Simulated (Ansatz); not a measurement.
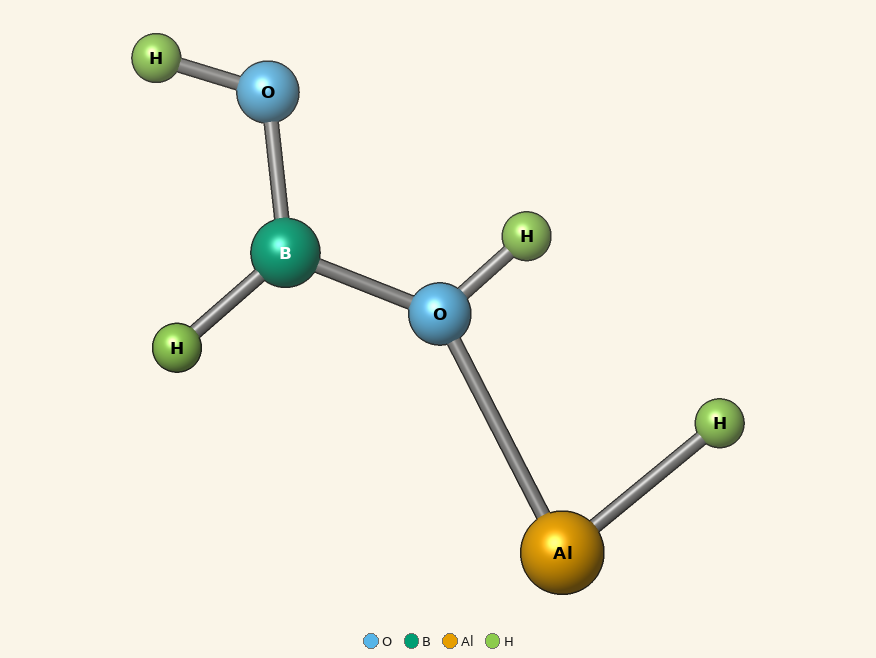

All atoms lie in one plane, which faces the viewer. The geometry was computed by an optimisation with PBE-D4/def2-SVP. No frequency run is at hand to confirm it as a minimum.

Q: List the symmetry elements and name the point group.

A: It has 1 mirror plane, so the point group is Cs. The group has 2 operations. The geometry is achiral, and symmetry allows a dipole moment.
